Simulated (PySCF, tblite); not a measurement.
# C5H6ClNS: a rotation path, then NMR shifts on frames, part 2 of 2

tblite 0.8.0 and PySCF 2.14.0. Atoms count from 0. The steps go on from the part before.

## 5. NMR shieldings: image 4, PBE0/pcSseg-1

The job: settings as JSON, then the geometry in Å.

```
{"job": {"kind": "nmr", "xc": "PBE0", "basis": "pcSseg-1", "pop": false}, "charge": 0, "multiplicity": 1}
C     -2.066700    -0.087700     0.443900
C     -0.917100    -0.560500    -0.433900
C      0.432700    -0.136200     0.045800
S      1.827400    -0.655600    -0.857000
C      2.839700     0.193700     0.262100
N      2.211100     0.793700     1.199100
C      0.870200     0.622500     1.097300
Cl    -0.061500     1.382900     2.314600
H     -2.091100     0.996800     0.487000
H     -3.012500    -0.438700     0.039500
H     -1.957400    -0.474800     1.452500
H     -0.929700    -1.653600    -0.501100
H     -1.051600    -0.183500    -1.453500
H      3.905700     0.200600     0.161500
```

Level: GIAO PBE0/pcSseg-1 NMR shielding, non-relativistic, gas phase.

What it wrote:

```text
coarse grid: 13464 points
cycle   1  E = -1106.5324247875  dE =  1.426e+00  |g| = 4.043e-01  |ddm| = 3.814e+00
cycle   2  E = -1106.5036467602  dE =  2.878e-02  |g| = 5.529e-01  |ddm| = 9.547e-01
cycle   3  E = -1106.5721405022  dE = -6.849e-02  |g| = 9.232e-02  |ddm| = 5.765e-01
cycle   4  E = -1106.5734743379  dE = -1.334e-03  |g| = 4.916e-02  |ddm| = 1.240e-01
cycle   5  E = -1106.5740265612  dE = -5.522e-04  |g| = 1.231e-02  |ddm| = 6.066e-02
cycle   6  E = -1106.5740617827  dE = -3.522e-05  |g| = 3.566e-03  |ddm| = 1.532e-02
cycle   7  E = -1106.5740645620  dE = -2.779e-06  |g| = 1.387e-03  |ddm| = 4.543e-03
final grid: 122760 points
cycle   8  E = -1106.6225504689  dE = -2.883e-05  |g| = 1.015e-02  |ddm| = 3.182e-02
cycle   9  E = -1106.6225089667  dE =  4.150e-05  |g| = 1.590e-02  |ddm| = 2.701e-02
cycle  10  E = -1106.6225741503  dE = -6.518e-05  |g| = 2.752e-03  |ddm| = 1.986e-02
cycle  11  E = -1106.6225759635  dE = -1.813e-06  |g| = 5.173e-04  |ddm| = 3.061e-03
cycle  12  E = -1106.6225760210  dE = -5.748e-08  |g| = 1.226e-04  |ddm| = 5.766e-04
cycle  13  E = -1106.6225760243  dE = -3.247e-09  |g| = 3.973e-05  |ddm| = 1.512e-04
cycle  14  E = -1106.6225760246  dE = -3.279e-10  |g| = 1.629e-05  |ddm| = 5.163e-05
converged SCF energy = -1106.6225760246

GIAO shielding tensors (ppm)
atom      isotropic    diamagn.    paramagn.     s11        s22        s33       span
  0 C      172.375     245.990     -73.615    168.103    172.637    176.386      8.283
  1 C      161.727     243.520     -81.793    152.660    157.830    174.692     22.032
  2 C       45.564     263.908    -218.344    -14.212     28.083    122.823    137.035
  3 S      188.075    1057.593    -869.518      6.539    269.311    288.376    281.837
  4 C       34.019     261.059    -227.040    -51.656     34.900    118.814    170.470
  5 N     -103.641     331.105    -434.746   -379.143   -106.775    174.995    554.138
  6 C       42.138     248.293    -206.155    -17.451     71.439     72.426     89.877
  7 Cl     731.055    1147.110    -416.055    517.817    702.621    972.726    454.909
  8 H       29.672      29.574       0.099     24.703     29.997     34.318      9.615
  9 H       30.403      27.590       2.813     25.281     27.909     38.019     12.738
 10 H       29.765      29.456       0.309     24.967     29.909     34.418      9.451
 11 H       28.624      29.007      -0.383     22.062     29.252     34.558     12.496
 12 H       28.627      29.264      -0.637     22.219     29.082     34.580     12.361
 13 H       23.586      29.441      -5.855     20.552     22.629     27.579      7.027
```

Wall time 62 s (1 thread, shared host).

In short: δ C4 152.9, C6 144.8, C2 141.4, C1 25.2, H13 8.13, H11 3.09 ppm.

## 6. NMR shieldings: image 6, PBE0/pcSseg-1

The job: settings as JSON, then the geometry in Å.

```
{"job": {"kind": "nmr", "xc": "PBE0", "basis": "pcSseg-1", "pop": false}, "charge": 0, "multiplicity": 1}
C     -2.036400     0.185900     0.213400
C     -0.921300    -0.748200    -0.253300
C      0.436200    -0.243700     0.105400
S      1.710400    -0.182900    -1.070300
C      2.763700     0.466900     0.140900
N      2.226000     0.621800     1.292500
C      0.932200     0.226800     1.291400
Cl     0.081600     0.325700     2.770300
H     -1.911200     1.176900    -0.215700
H     -3.001700    -0.207400    -0.093800
H     -2.028000     0.272900     1.294800
H     -1.069000    -1.735600     0.195100
H     -0.967600    -0.867300    -1.337800
H      3.784500     0.707800    -0.075000
```

Level: GIAO PBE0/pcSseg-1 NMR shielding, non-relativistic, gas phase.

What it wrote:

```text
coarse grid: 13464 points
cycle   1  E = -1106.5359490683  dE =  1.426e+00  |g| = 4.022e-01  |ddm| = 3.794e+00
cycle   2  E = -1106.5072391455  dE =  2.871e-02  |g| = 5.501e-01  |ddm| = 9.224e-01
cycle   3  E = -1106.5754540442  dE = -6.821e-02  |g| = 8.916e-02  |ddm| = 5.602e-01
cycle   4  E = -1106.5766725333  dE = -1.218e-03  |g| = 4.850e-02  |ddm| = 1.183e-01
cycle   5  E = -1106.5772101570  dE = -5.376e-04  |g| = 1.177e-02  |ddm| = 5.856e-02
cycle   6  E = -1106.5772419568  dE = -3.180e-05  |g| = 3.614e-03  |ddm| = 1.477e-02
cycle   7  E = -1106.5772448767  dE = -2.920e-06  |g| = 1.331e-03  |ddm| = 4.648e-03
final grid: 122760 points
cycle   8  E = -1106.6258442815  dE = -2.909e-05  |g| = 1.031e-02  |ddm| = 3.493e-02
cycle   9  E = -1106.6258006179  dE =  4.366e-05  |g| = 1.627e-02  |ddm| = 2.733e-02
cycle  10  E = -1106.6258689743  dE = -6.836e-05  |g| = 2.711e-03  |ddm| = 2.013e-02
cycle  11  E = -1106.6258707430  dE = -1.769e-06  |g| = 5.244e-04  |ddm| = 3.027e-03
cycle  12  E = -1106.6258708019  dE = -5.890e-08  |g| = 1.264e-04  |ddm| = 5.987e-04
cycle  13  E = -1106.6258708053  dE = -3.449e-09  |g| = 4.082e-05  |ddm| = 1.529e-04
cycle  14  E = -1106.6258708056  dE = -3.311e-10  |g| = 1.979e-05  |ddm| = 5.787e-05
converged SCF energy = -1106.6258708056

GIAO shielding tensors (ppm)
atom      isotropic    diamagn.    paramagn.     s11        s22        s33       span
  0 C      173.729     246.567     -72.838    160.334    175.091    185.762     25.428
  1 C      163.793     242.660     -78.867    149.161    167.431    174.787     25.626
  2 C       44.573     264.082    -219.509    -17.988     28.381    123.324    141.312
  3 S      191.587    1057.659    -866.072      2.713    273.986    298.061    295.348
  4 C       36.312     260.988    -224.676    -43.392     33.573    118.753    162.145
  5 N     -102.119     331.034    -433.154   -376.856   -111.301    181.798    558.654
  6 C       40.668     249.686    -209.018    -25.274     70.803     76.475    101.749
  7 Cl     729.333    1146.979    -417.646    509.248    716.305    962.447    453.200
  8 H       30.798      29.691       1.107     27.191     28.787     36.417      9.225
  9 H       30.584      27.954       2.630     25.719     27.524     38.507     12.787
 10 H       28.887      29.605      -0.718     21.631     30.316     34.715     13.084
 11 H       28.766      28.662       0.104     24.754     26.847     34.697      9.943
 12 H       28.888      29.806      -0.918     21.692     30.130     34.843     13.151
 13 H       23.731      29.557      -5.826     20.511     22.676     28.007      7.495
```

Run time: 63 s. Hardware: 1 thread, shared host.

This run: δ C4 150.6, C6 146.3, C2 142.4, C1 23.1, H13 7.99, H11 2.95 ppm.

## 7. NMR shieldings: image 8, PBE0/pcSseg-1

The job: settings as JSON, then the geometry in Å.

```
{"job": {"kind": "nmr", "xc": "PBE0", "basis": "pcSseg-1", "pop": false}, "charge": 0, "multiplicity": 1}
C     -1.979000     0.352200    -0.094300
C     -0.976400    -0.799900     0.001400
C      0.401800    -0.289500     0.226900
S      1.374600     0.378200    -1.041300
C      2.614700     0.700900     0.125800
N      2.334200     0.352800     1.326300
C      1.100800    -0.197100     1.398500
Cl     0.514200    -0.729300     2.912300
H     -1.723700     1.009900    -0.922400
H     -2.980800    -0.036800    -0.255100
H     -1.973600     0.932700     0.825100
H     -1.243800    -1.451100     0.835600
H     -1.003000    -1.383200    -0.921100
H      3.539400     1.159400    -0.159800
```

Method: GIAO PBE0/pcSseg-1 NMR shielding, non-relativistic, gas phase.

What it wrote:

```text
coarse grid: 13464 points
cycle   1  E = -1106.5400496967  dE =  1.423e+00  |g| = 4.016e-01  |ddm| = 3.788e+00
cycle   2  E = -1106.5107186801  dE =  2.933e-02  |g| = 5.524e-01  |ddm| = 9.079e-01
cycle   3  E = -1106.5796149462  dE = -6.890e-02  |g| = 8.522e-02  |ddm| = 5.468e-01
cycle   4  E = -1106.5806923576  dE = -1.077e-03  |g| = 4.788e-02  |ddm| = 1.117e-01
cycle   5  E = -1106.5812114486  dE = -5.191e-04  |g| = 1.152e-02  |ddm| = 5.693e-02
cycle   6  E = -1106.5812418593  dE = -3.041e-05  |g| = 3.688e-03  |ddm| = 1.514e-02
cycle   7  E = -1106.5812449782  dE = -3.119e-06  |g| = 1.318e-03  |ddm| = 4.770e-03
final grid: 122760 points
cycle   8  E = -1106.6292892679  dE = -2.828e-05  |g| = 1.029e-02  |ddm| = 3.159e-02
cycle   9  E = -1106.6292473949  dE =  4.187e-05  |g| = 1.606e-02  |ddm| = 2.731e-02
cycle  10  E = -1106.6293137643  dE = -6.637e-05  |g| = 2.807e-03  |ddm| = 1.994e-02
cycle  11  E = -1106.6293156472  dE = -1.883e-06  |g| = 4.838e-04  |ddm| = 3.070e-03
cycle  12  E = -1106.6293156962  dE = -4.897e-08  |g| = 1.382e-04  |ddm| = 5.520e-04
cycle  13  E = -1106.6293157003  dE = -4.141e-09  |g| = 4.157e-05  |ddm| = 1.623e-04
cycle  14  E = -1106.6293157006  dE = -3.324e-10  |g| = 2.173e-05  |ddm| = 6.023e-05
converged SCF energy = -1106.6293157006

GIAO shielding tensors (ppm)
atom      isotropic    diamagn.    paramagn.     s11        s22        s33       span
  0 C      166.342     246.656     -80.314    151.616    160.969    186.441     34.824
  1 C      162.830     243.202     -80.373    147.351    168.636    172.501     25.150
  2 C       41.292     264.694    -223.403    -22.660     25.694    120.841    143.501
  3 S      209.739    1057.966    -848.228     13.762    270.161    345.293    331.531
  4 C       35.076     261.296    -226.220    -46.682     32.856    119.054    165.735
  5 N      -95.304     331.421    -426.725   -374.343   -107.292    195.724    570.067
  6 C       40.713     251.031    -210.319    -21.106     66.857     76.387     97.493
  7 Cl     760.028    1146.693    -386.665    521.471    757.421   1001.193    479.723
  8 H       30.620      29.880       0.740     25.498     30.338     36.023     10.525
  9 H       30.378      28.066       2.312     25.902     26.760     38.473     12.572
 10 H       30.464      29.570       0.894     25.779     30.265     35.347      9.568
 11 H       28.595      29.602      -1.007     23.337     29.177     33.271      9.935
 12 H       28.961      29.490      -0.529     23.839     27.773     35.271     11.432
 13 H       23.613      29.811      -6.198     20.338     22.565     27.935      7.597
```

It took 63 s on 1 thread, shared host.

This run: δ C4 151.8, C6 146.2, C2 145.6, C1 24.1, H13 8.10, H11 3.12 ppm.

## 8. Comparing the runs: NMR shifts

Shifts (ppm) of some atoms, chosen among heavy atoms and hydrogens apart, with basis size and wall time:

| frame | C2 | C0 | H8 | H10 | S3 | N5 | Cl7 | functions | time |
| --- | --- | --- | --- | --- | --- | --- | --- | --- | --- |
| image 0 | 145.7 | 20.7 | 1.26 | 1.11 | 294 | 363.0 | 190 | 180 | 55 s |
| image 2 | 142.3 | 13.1 | 2.78 | 0.89 | 311 | 369.3 | 218 | 180 | 61 s |
| image 4 | 141.4 | 14.5 | 2.04 | 1.95 | 316 | 371.4 | 219 | 180 | 62 s |
| image 6 | 142.4 | 13.2 | 0.92 | 2.83 | 312 | 369.8 | 220 | 180 | 63 s |
| image 8 | 145.6 | 20.6 | 1.10 | 1.25 | 294 | 363.0 | 190 | 180 | 63 s |

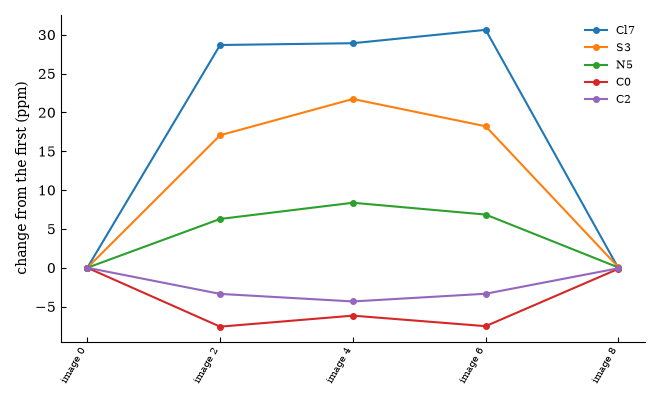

How five of the tabulated atoms move from run to run.

## 9. Outcome

The summary covers parts 1 to 2.

| quantity | value |
| --- | --- |
| barrier | 0.111 eV (2.6 kcal/mol) at image 4 |
| end to end (GFN2-xTB) | 0.000 eV |
| ¹³C shifts against TMS (PBE0/pcSseg-1, image 0) | 151.9, 146.2, 145.7, 24.2, 20.7 ppm |
| ¹H shifts against TMS (PBE0/pcSseg-1, image 0) | 8.11, 3.13, 2.76, 1.35, 1.26, 1.11 ppm |
| ³³S shifts against CS2 (PBE0/pcSseg-1, image 0) | 294 ppm |
| ¹⁵N shifts against NH3 (PBE0/pcSseg-1, image 0) | 363.0 ppm |
| ³⁵Cl shifts against HCl (PBE0/pcSseg-1, image 0) | 190 ppm |
| range of the shift of Cl7 | 190 to 220 ppm |

In words: Along the band the dihedral turns by 199°, and the top (dihedral -2°) lies 2.6 kcal/mol above the start (GFN2-xTB, rough), so at room temperature this motion is fast. The top was not checked by a frequency run. Shifts at one fixed geometry are not the observed spectrum, which averages over the motion. In the first frame run (image 0): The largest span, 570 ppm, is at N5, where the paramagnetic term is -427 ppm. NICS(1)zz of -24 ppm above the planar ring from C2 marks a diatropic (aromatic) ring current. In ppm, Cl7 moves most: its shift spreads over 31 ppm, from 190 (image 8) to 220 (image 6).
